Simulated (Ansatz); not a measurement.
# Run report: Ge2H5F, nudged elastic band

The run: nudged elastic band of Ge2H5F. Method and program: RKS B3LYP/def2-SVP (Ansatz 0.2.0).

It belongs to a series of runs on one base structure; here: band between the two ends. Figures and captions count atoms from 1; the log counts them from 0 in places.

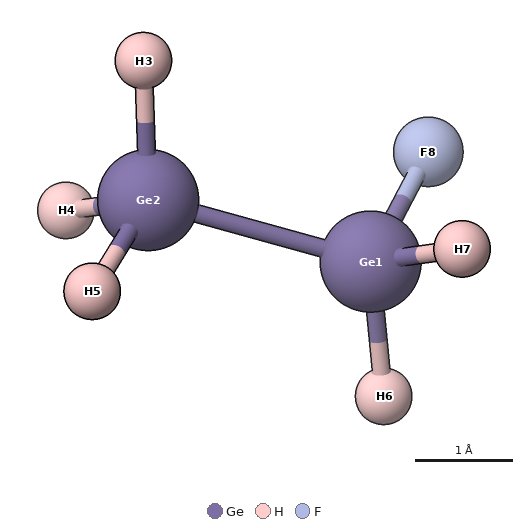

**Figure 1.** The starting structure (ball-and-stick view, seen at a tilt; atoms are numbered from 1 in the order of the input). Sticks mark near contacts.

Input
```yaml
crystal:
  periodic: [false, false, false]
  atoms:
    - { symbol: Ge, position_ang: [0.42348, 0.089544, 0.002839] }
    - { symbol: Ge, position_ang: [1.111075, -0.021208, 2.344439] }
    - { symbol: H, position_ang: [-0.115159, -0.268211, 3.243897] }
    - { symbol: H, position_ang: [2.127681, -1.162162, 2.540885] }
    - { symbol: H, position_ang: [1.770867, 1.314699, 2.748571] }
    - { symbol: H, position_ang: [1.604706, 0.220461, -0.984274] }
    - { symbol: H, position_ang: [-0.643076, 1.170286, -0.282891] }
    - { symbol: F, position_ang: [-0.343374, -1.449507, -0.370965] }
basis:
  gaussian: { orbitals: def2-SVP }
hamiltonian:
  xc: b3lyp
neb:
  order_check: false
  images: 9
  f_tol: 0.03
  max_iterations: 60
  final_atoms:
    - { symbol: Ge, position_ang: [-0.40262719, 0.24608108, -0.71257509] }
    - { symbol: Ge, position_ang: [1.1924874, 0.17195666, 2.2492003] }
    - { symbol: H, position_ang: [0.0453343, -0.36121292, 3.11646451] }
    - { symbol: H, position_ang: [2.06389831, -0.94810272, 1.67583896] }
    - { symbol: H, position_ang: [2.03497075, 1.21648155, 3.00523196] }
    - { symbol: H, position_ang: [0.51248844, 0.95397083, 1.05960532] }
    - { symbol: H, position_ang: [1.101935, -0.0434581, -1.22933723] }
    - { symbol: F, position_ang: [-0.61228703, -1.34181438, 0.07807228] }
  initial_path:
    images:
      - { positions_ang: [[0.42348, 0.089544, 0.002839], [1.111075, -0.021208, 2.344439], [-0.115159, -0.268211, 3.243897], [2.127681, -1.162162, 2.540885], [1.770867, 1.314699, 2.748571], [1.604706, 0.220461, -0.984274], [-0.643076, 1.170286, -0.282891], [-0.343374, -1.449507, -0.370965]] }
      - { positions_ang: [[0.34010855, 0.07431809, 0.00147206], [1.17315531, -0.01933382, 2.31098753], [-0.08764039, -0.30430372, 3.13145863], [2.20010949, -1.13194666, 2.57060335], [1.76531344, 1.33311301, 2.74134441], [1.63470002, 0.17869626, -0.77160253], [-0.65842196, 1.19309788, -0.32832807], [-0.43112445, -1.42973903, -0.41343437]] }
      - { positions_ang: [[0.25673709, 0.05909218, 0.00010511], [1.23523561, -0.01745965, 2.27753605], [-0.06012177, -0.34039645, 3.01902027], [2.27253798, -1.10173133, 2.60032171], [1.75975988, 1.35152703, 2.73411781], [1.66469404, 0.13693152, -0.55893106], [-0.67376792, 1.21590976, -0.37376514], [-0.51887491, -1.40997106, -0.45590374]] }
      - { positions_ang: [[0.17336564, 0.04386628, -0.00126183], [1.29731592, -0.01558547, 2.24408458], [-0.03260316, -0.37648917, 2.9065819], [2.34496647, -1.07151599, 2.63004006], [1.75420632, 1.36994104, 2.72689122], [1.69468806, 0.09516678, -0.3462596], [-0.68911389, 1.23872164, -0.41920222], [-0.60662536, -1.3902031, -0.49837312]] }
      - { positions_ang: [[0.08999419, 0.02864037, -0.00262877], [1.35939623, -0.01371129, 2.21063311], [-0.00508454, -0.4125819, 2.79414354], [2.41739495, -1.04130066, 2.65975841], [1.74865276, 1.38835506, 2.71966462], [1.72468208, 0.05340204, -0.13358813], [-0.70445985, 1.26153351, -0.46463929], [-0.69437582, -1.37043513, -0.54084249]] }
      - { positions_ang: [[0.00662273, 0.01341446, -0.00399571], [1.42147653, -0.01183711, 2.17718163], [0.02243407, -0.44867462, 2.68170517], [2.48982344, -1.01108532, 2.68947677], [1.74309921, 1.40676907, 2.71243803], [1.7546761, 0.01163729, 0.07908334], [-0.71980581, 1.28434539, -0.51007636], [-0.78212627, -1.35066716, -0.58331186]] }
      - { positions_ang: [[-0.07522725, 0.05994779, -0.14571159], [1.37567871, 0.02492164, 2.19158537], [0.02701412, -0.43118228, 2.76865704], [2.40463842, -0.9984888, 2.4867492], [1.80147352, 1.36871157, 2.77099682], [1.50623857, 0.200104, 0.27518773], [-0.35545765, 1.01878469, -0.65392854], [-0.74815842, -1.3488966, -0.45103503]] }
      - { positions_ang: [[-0.15707723, 0.10648111, -0.28742747], [1.32988088, 0.0616804, 2.2059891], [0.03159416, -0.41368994, 2.8556089], [2.31945339, -0.98589228, 2.28402164], [1.85984783, 1.33065406, 2.8295556], [1.25780104, 0.38857071, 0.47129213], [0.00889051, 0.753224, -0.79778071], [-0.71419058, -1.34712605, -0.3187582]] }
      - { positions_ang: [[-0.23892722, 0.15301443, -0.42914334], [1.28408306, 0.09843915, 2.22039283], [0.03617421, -0.3961976, 2.94256077], [2.23426836, -0.97329576, 2.08129408], [1.91822213, 1.29259656, 2.88811439], [1.00936351, 0.57703741, 0.66739652], [0.37323868, 0.4876633, -0.94163288], [-0.68022273, -1.34535549, -0.18648137]] }
      - { positions_ang: [[-0.3207772, 0.19954776, -0.57085922], [1.23828523, 0.13519791, 2.23479657], [0.04075426, -0.37870526, 3.02951264], [2.14908333, -0.96069924, 1.87856652], [1.97659644, 1.25453906, 2.94667317], [0.76092597, 0.76550412, 0.86350092], [0.73758684, 0.2221026, -1.08548506], [-0.64625488, -1.34358494, -0.05420455]] }
      - { positions_ang: [[-0.40262719, 0.24608108, -0.71257509], [1.1924874, 0.17195666, 2.2492003], [0.0453343, -0.36121292, 3.11646451], [2.06389831, -0.94810272, 1.67583896], [2.03497075, 1.21648155, 3.00523196], [0.51248844, 0.95397083, 1.05960532], [1.101935, -0.0434581, -1.22933723], [-0.61228703, -1.34181438, 0.07807228]] }
```

Machine: 2 threads of Arm Neoverse V2, 24 GiB of memory available, shared host.

Launch command:
```bash
ansatz run input.yaml --threads 2 --pin off --max-ram 3072MiB --backend cpu --events-out ev --progress --plain --runs-dir out
```

What the program printed
```
Engine: ansatz 0.2.0, aarch64-unknown-linux-gnu
Functional definition: B3LYP
  parameter a0 = 0.2
  parameter ax = 0.72
  parameter ac = 0.81
  exchange = (1 - a0 - ax)*slater_x + ax*b88_x + a0*exact_x
  correlation = (1 - ac)*vwn_rpa_c + ac*lyp_c
1093 factors; integrals over basis functions are off by at most 3.6e-4 eV
mean field evaluation 1: about -115819.6572 eV, gradient 3.9e1 eV
mean field evaluation 2: about -115814.6014 eV, gradient 7.0e1 eV
mean field evaluation 4: about -115821.7908 eV, gradient 2.1e0 eV
mean field evaluation 8: about -115821.7996 eV, gradient 4.9e-2 eV
mean field -115821.79962569 eV, -4256.3726294086 hartree, gradient 3.2e-5 eV, S^2 0.000000; 0 other end points of the search recorded, 0 dependent functions left out
the calculation of the forces begins
reference -115821.79988849 eV, -4256.3726390662 hartree; 39, 39 occupied and 64, 64 virtual orbitals, 1093 factors
1093 factors; integrals over basis functions are off by at most 7.9e-4 eV
mean field evaluation 16: about -115818.2943 eV, gradient 4.0e1 eV
mean field -115820.74172947 eV, -4256.3337524394 hartree, gradient 2.2e-5 eV, S^2 0.000000; 0 other end points of the search recorded, 0 dependent functions left out
[... from here on the field's lines of each further geometry are left out, up to the last ...]
NEB iter   1: max|band force component| = 4.911e1 eV/Å  barrier→ = 19.0884 eV  barrier← = 18.0305 eV  Δτ_max = 0.2000 Å  (282 SCF iters)
NEB iter   2: max|band force component| = 2.125e1 eV/Å  barrier→ = 9.7666 eV  barrier← = 8.7087 eV  Δτ_max = 0.2000 Å  (261 SCF iters)
NEB iter   3: max|band force component| = 1.241e1 eV/Å  barrier→ = 5.2980 eV  barrier← = 4.2401 eV  Δτ_max = 0.1992 Å  (252 SCF iters)
NEB iter   4: max|band force component| = 6.034e0 eV/Å  barrier→ = 2.9380 eV  barrier← = 1.8802 eV  Δτ_max = 0.2000 Å  (248 SCF iters)
NEB iter   5: max|band force component| = 3.574e0 eV/Å  barrier→ = 2.1647 eV  barrier← = 1.1068 eV  Δτ_max = 0.1996 Å  (249 SCF iters)
NEB iter   6: max|band force component| = 1.590e0 eV/Å  barrier→ = 1.8959 eV  barrier← = 0.8380 eV  Δτ_max = 0.2000 Å  (254 SCF iters)
NEB iter   7: max|band force component| = 3.497e0 eV/Å  barrier→ = 1.9866 eV  barrier← = 0.9287 eV  Δτ_max = 0.1023 Å  (256 SCF iters)
NEB iter   8: max|band force component| = 1.341e0 eV/Å  barrier→ = 1.8676 eV  barrier← = 0.8097 eV  Δτ_max = 0.2000 Å  (247 SCF iters)
NEB iter   9: max|band force component| = 1.731e0 eV/Å  barrier→ = 1.9676 eV  barrier← = 0.9097 eV  Δτ_max = 0.1026 Å  (246 SCF iters)
NEB iter  10: max|band force component| = 1.016e0 eV/Å  barrier→ = 1.9473 eV  barrier← = 0.8894 eV  Δτ_max = 0.0999 Å  (236 SCF iters)
NEB iter  11: max|band force component| = 2.692e-1 eV/Å  barrier→ = 1.9381 eV  barrier← = 0.8802 eV  CI = image 4  Δτ_max = 0.0853 Å  (227 SCF iters)
NEB iter  12: max|band force component| = 1.597e-1 eV/Å  barrier→ = 1.9363 eV  barrier← = 0.8784 eV  CI = image 4  Δτ_max = 0.0490 Å  (227 SCF iters)
NEB iter  13: max|band force component| = 8.383e-2 eV/Å  barrier→ = 1.9361 eV  barrier← = 0.8782 eV  CI = image 4  Δτ_max = 0.0511 Å  (215 SCF iters)
NEB iter  14: max|band force component| = 4.217e-2 eV/Å  barrier→ = 1.9359 eV  barrier← = 0.8780 eV  CI = image 4  Δτ_max = 0.0511 Å  (224 SCF iters)
NEB iter  15: max|band force component| = 8.292e-2 eV/Å  barrier→ = 1.9357 eV  barrier← = 0.8778 eV  CI = image 4  Δτ_max = 0.0256 Å  (225 SCF iters)
NEB iter  16: max|band force component| = 6.776e-2 eV/Å  barrier→ = 1.9357 eV  barrier← = 0.8778 eV  CI = image 4  Δτ_max = 0.0257 Å  (213 SCF iters)
NEB iter  17: max|band force component| = 7.076e-2 eV/Å  barrier→ = 1.9357 eV  barrier← = 0.8778 eV  CI = image 4  Δτ_max = 0.0128 Å  (199 SCF iters)
the calculation of the forces begins
reference -115820.72818031 eV, -4256.3332545170 hartree; 39, 39 occupied and 64, 64 virtual orbitals, 1093 factors
1093 factors; integrals over basis functions are off by at most 6.8e-4 eV
mean field evaluation 1184: about -115819.8568 eV, gradient 5.4e-1 eV
mean field -115819.86393785 eV, -4256.3014941925 hartree, gradient 2.8e-5 eV, S^2 0.000000; 1 other end points of the search recorded, 0 dependent functions left out
the calculation of the forces begins
reference -115819.86418702 eV, -4256.3015033492 hartree; 39, 39 occupied and 64, 64 virtual orbitals, 1093 factors
NEB iter  18: max|band force component| = 1.893e-2 eV/Å  barrier→ = 1.9357 eV  barrier← = 0.8778 eV  CI = image 4  Δτ_max = 0.0000 Å  (429 SCF iters)
```

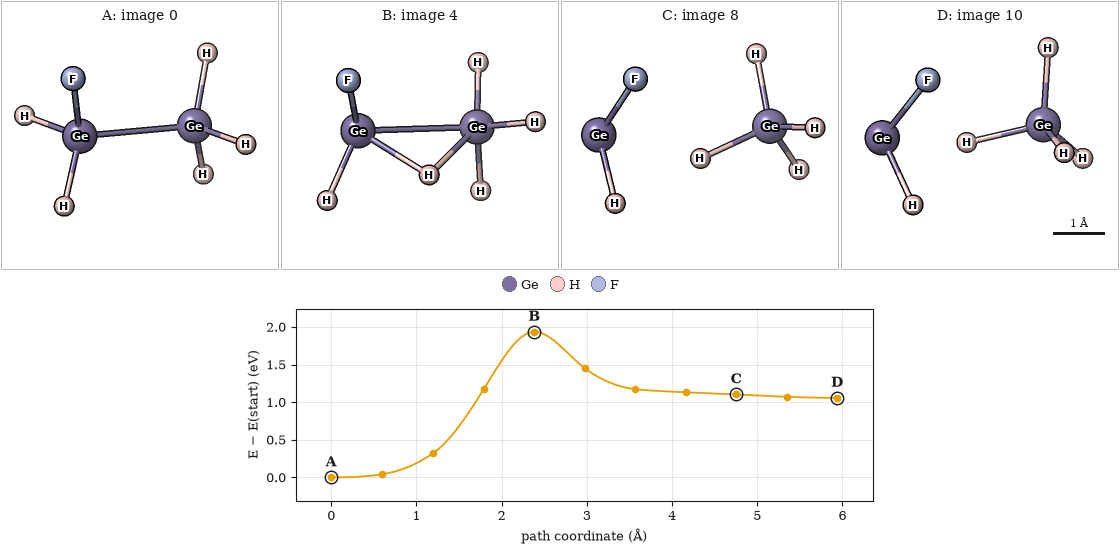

**Figure 2.** Images of the last band (counted from 0; ball-and-stick, seen at a tilt) above the energy along the path; the line is a cubic interpolation that uses the forces. The highest image is number 4, 1.936 eV above the start and 0.878 eV above the end (the climbing image); the end lies 1.058 eV above the start. The path is 5.94 Å long. The band converged in 18 iterations.

```
Total energy: -115819.86418702 eV, -4256.3015033492 hartree
Atom 0 at    -0.344927     0.165635     0.234932 Å, force    -0.001570    -0.002393    -0.000704 eV/Å
Atom 1 at     1.176676    -0.047223     2.227262 Å, force     0.001085    -0.000899    -0.000488 eV/Å
Atom 2 at     0.233244    -0.541694     3.353299 Å, force    -0.000152    -0.000339     0.001440 eV/Å
Atom 3 at     2.363818    -1.026265     2.149533 Å, force    -0.000726     0.000703     0.000325 eV/Å
Atom 4 at     1.606702     1.407704     2.476344 Å, force    -0.000351    -0.000641    -0.000742 eV/Å
Atom 5 at     1.403508     0.137683     0.295400 Å, force     0.000956     0.000665     0.000008 eV/Å
Atom 6 at     0.033124     1.178978    -0.889763 Å, force     0.000443     0.000964    -0.001226 eV/Å
Atom 7 at    -0.535946    -1.380916    -0.604507 Å, force     0.000314     0.001940     0.001387 eV/Å
Dipole moment:     0.185981     0.330209     0.409517 e Å
this run last wrote the band of iteration 18 to [file]
```

The last band as extended XYZ (Å, eV, eV/Å)
```
8
Properties=species:S:1:pos:R:3:forces:R:3 image=0 energy=-115821.79963
Ge    0.4235    0.0895    0.0028   -0.0009   0.0026  -0.0041
Ge    1.1111   -0.0212    2.3444    0.0005  -0.0010   0.0023
H    -0.1152   -0.2682    3.2439    0.0006   0.0009  -0.0012
H     2.1277   -1.1622    2.5409   -0.0010  -0.0004   0.0009
H     1.7709    1.3147    2.7486    0.0000   0.0003  -0.0002
H     1.6047    0.2205   -0.9843   -0.0009   0.0000  -0.0001
H    -0.6431    1.1703   -0.2829    0.0012  -0.0028   0.0024
F    -0.3434   -1.4495   -0.3710    0.0006   0.0004   0.0001
8
Properties=species:S:1:pos:R:3:forces:R:3 image=1 energy=-115821.75806
Ge    0.3755    0.0777    0.0215    0.0480  -0.0008  -0.0211
Ge    1.0677   -0.0245    2.3604    0.0167   0.0056  -0.0066
H     0.0031   -0.4665    3.3796   -0.0511   0.0194  -0.0568
H     2.2529   -1.0103    2.3947    0.0054  -0.0095   0.0696
H     1.5863    1.3823    2.7295    0.0066  -0.0019   0.0453
H     1.6816    0.0258   -0.7997   -0.0068  -0.0061  -0.1445
H    -0.4934    1.2704   -0.4316   -0.0310  -0.0022   0.0761
F    -0.5375   -1.3611   -0.4119    0.0122  -0.0046   0.0379
8
Properties=species:S:1:pos:R:3:forces:R:3 image=2 energy=-115821.48129
Ge    0.2434    0.0806    0.0807    0.3521  -0.0352  -0.1335
Ge    1.0215   -0.0359    2.3771   -0.0751   0.0185   0.0558
H     0.1396   -0.5080    3.5380   -0.1061   0.0573   0.0647
H     2.2339   -0.9817    2.2095   -0.0845   0.0079   0.1058
H     1.5683    1.3925    2.5982   -0.0134  -0.0124   0.1381
H     1.7034    0.0327   -0.3943    0.2199  -0.1054  -0.5738
H    -0.4008    1.2710   -0.6521   -0.2854   0.0368   0.2555
F    -0.5732   -1.3572   -0.5147   -0.0075   0.0324   0.0875
8
Properties=species:S:1:pos:R:3:forces:R:3 image=3 energy=-115820.63010
Ge    0.0041    0.1085    0.1711    1.1364  -0.1662  -0.2128
Ge    1.0724   -0.0486    2.3392   -0.3428  -0.0114   0.3662
H     0.2071   -0.5377    3.4944   -0.1042   0.0239   0.4557
H     2.2840   -0.9962    2.1403   -0.2810   0.0705  -0.0213
H     1.5873    1.3982    2.5005   -0.0448  -0.0443   0.0805
H     1.5535    0.0963    0.0002    0.4948  -0.1466  -0.9542
H    -0.1944    1.2476   -0.8309   -0.7073   0.2326   0.1864
F    -0.5777   -1.3743   -0.5724   -0.1511   0.0413   0.0995
8
Properties=species:S:1:pos:R:3:forces:R:3 image=4 energy=-115819.86394
Ge   -0.3449    0.1656    0.2349   -0.0016  -0.0024  -0.0007
Ge    1.1767   -0.0472    2.2273    0.0011  -0.0009  -0.0005
H     0.2332   -0.5417    3.3533   -0.0002  -0.0003   0.0014
H     2.3638   -1.0263    2.1495   -0.0007   0.0007   0.0003
H     1.6067    1.4077    2.4763   -0.0004  -0.0006  -0.0007
H     1.4035    0.1377    0.2954    0.0010   0.0007   0.0000
H     0.0331    1.1790   -0.8898    0.0004   0.0010  -0.0012
F    -0.5359   -1.3809   -0.6045    0.0003   0.0019   0.0014
8
Properties=species:S:1:pos:R:3:forces:R:3 image=5 energy=-115820.34806
Ge   -0.6731    0.2340    0.1364   -0.5233   0.1033  -0.1554
Ge    1.3389   -0.0335    2.1902    0.2582   0.0255  -0.0567
H     0.2347   -0.5445    3.1410    0.0034  -0.0066  -0.3372
H     2.5061   -1.0254    2.2348    0.2294   0.0095   0.1366
H     1.6858    1.4175    2.5475    0.1173   0.0178   0.1127
H     1.2540    0.0967    0.5710   -0.2372  -0.0619   0.4359
H     0.1234    1.1129   -0.9464    0.1404  -0.1074  -0.0915
F    -0.5337   -1.3639   -0.6319    0.0117   0.0198  -0.0443
8
Properties=species:S:1:pos:R:3:forces:R:3 image=6 energy=-115820.62637
Ge   -0.8525    0.2969   -0.1305   -0.0516   0.0172  -0.0623
Ge    1.4487   -0.0062    2.2869    0.0327   0.0020   0.0372
H     0.2360   -0.5098    3.0812    0.0160  -0.0085  -0.0208
H     2.6199   -0.9946    2.3829    0.0409   0.0132   0.0235
H     1.8374    1.4156    2.7201    0.0331  -0.0058   0.0511
H     1.1112    0.1016    0.7664   -0.0420   0.0100   0.0389
H     0.1920    0.9639   -1.1699   -0.0007  -0.0273  -0.0451
F    -0.6564   -1.3734   -0.6947   -0.0284  -0.0008  -0.0224
8
Properties=species:S:1:pos:R:3:forces:R:3 image=7 energy=-115820.66649
Ge   -0.8414    0.3215   -0.3869   -0.0119   0.0164  -0.0039
Ge    1.4309    0.0475    2.3578   -0.0018  -0.0029   0.0029
H     0.2158   -0.4434    3.1579    0.0139  -0.0013  -0.0022
H     2.5289   -1.0253    2.2940   -0.0078   0.0098  -0.0134
H     1.9672    1.3738    2.9222    0.0038  -0.0118   0.0177
H     0.9770    0.3440    0.8956   -0.0080   0.0217   0.0163
H     0.3474    0.7095   -1.4126    0.0153  -0.0098  -0.0243
F    -0.6896   -1.4337   -0.5856   -0.0034  -0.0220   0.0068
8
Properties=species:S:1:pos:R:3:forces:R:3 image=8 energy=-115820.69613
Ge   -0.7322    0.3122   -0.5515   -0.0010  -0.0052   0.0000
Ge    1.3527    0.0968    2.3530   -0.0143   0.0051   0.0034
H     0.1307   -0.3629    3.1600    0.0035  -0.0050  -0.0023
H     2.3387   -1.0541    2.1163   -0.0022  -0.0048  -0.0295
H     2.0392    1.2997    3.0226    0.0048  -0.0081   0.0134
H     0.8454    0.6014    0.9656   -0.0136   0.0304   0.0056
H     0.5708    0.4469   -1.5001    0.0180  -0.0144  -0.0129
F    -0.6090   -1.4462   -0.3234    0.0047   0.0019   0.0224
8
Properties=species:S:1:pos:R:3:forces:R:3 image=9 energy=-115820.72792
Ge   -0.5752    0.2655   -0.6586    0.0154  -0.0008  -0.0086
Ge    1.2583    0.1437    2.3123    0.0027  -0.0141   0.0078
H     0.0470   -0.3077    3.1392    0.0038  -0.0039  -0.0038
H     2.1484   -1.0358    1.9039   -0.0121   0.0112  -0.0219
H     2.0612    1.2312    3.0495    0.0024  -0.0069   0.0038
H     0.6981    0.8233    1.0164   -0.0191   0.0233  -0.0070
H     0.8351    0.1909   -1.4497    0.0018  -0.0124   0.0113
F    -0.5367   -1.4171   -0.0706    0.0050   0.0036   0.0185
8
Properties=species:S:1:pos:R:3:forces:R:3 image=10 energy=-115820.74173
Ge   -0.4026    0.2461   -0.7126   -0.0069   0.0101  -0.0209
Ge    1.1925    0.1720    2.2492    0.0007  -0.0021   0.0055
H     0.0453   -0.3612    3.1165    0.0040   0.0042   0.0028
H     2.0639   -0.9481    1.6758   -0.0005  -0.0030   0.0022
H     2.0350    1.2165    3.0052   -0.0006  -0.0015  -0.0003
H     0.5125    0.9540    1.0596    0.0009   0.0002   0.0040
H     1.1019   -0.0435   -1.2293    0.0068   0.0082  -0.0047
F    -0.6123   -1.3418    0.0781   -0.0045  -0.0161   0.0116
```

Key numbers

| quantity | value |
| --- | --- |
| outcome | converged |
| barrier, forward | 1.936 eV |
| barrier, backward | 0.878 eV |
| wall time | 6.3 min (CPU time 12 min) |
| peak memory | 0.26 GiB |

The order of the saddle point was not checked.
